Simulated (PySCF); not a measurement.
```csv
atom,x (Å),y (Å),z (Å)
O,3.1374,-1.5035,0.8363
C,2.3180,-1.1260,0.0462
C,0.9886,-0.5114,0.3816
C,-0.1299,-1.2283,-0.3816
C,-1.5270,-0.7995,0.0629
C,-1.8586,0.6348,-0.3467
Si,-0.5733,1.8489,0.3493
C,1.0829,0.9735,0.0085
H,2.5140,-1.1766,-1.0456
H,0.8209,-0.6089,1.4588
H,-0.0252,-2.3050,-0.2211
H,-0.0160,-1.0383,-1.4521
H,-2.2569,-1.4842,-0.3785
H,-1.6029,-0.8983,1.1482
H,-1.8799,0.6945,-1.4367
H,-2.8639,0.8828,-0.0056
H,-0.6190,3.1405,-0.3418
H,-0.7564,2.0253,1.7947
H,1.8975,1.4339,0.5687
H,1.3444,1.0564,-1.0486
```

Geometry: GFN2-xTB.

The calculation used PySCF 2.14.0, PBE0/pcSseg-1, SCF density, gas phase, non-relativistic.

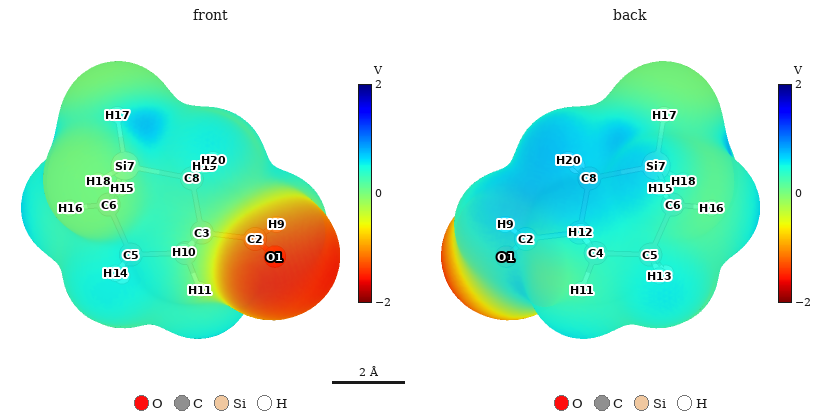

C₆H₁₂OSi. The electrostatic potential painted on the density surface at 0.001 e/bohr³, seen from the front and from behind; the colour scale runs from red (negative) to blue (positive).

Describe the electrostatic potential map.

The most negative region (about −1.5 V) lies over O1, the most positive (about +0.8 V) over Si7, H9, H12 and H20. O1 is the likeliest acceptor of a hydrogen bond.
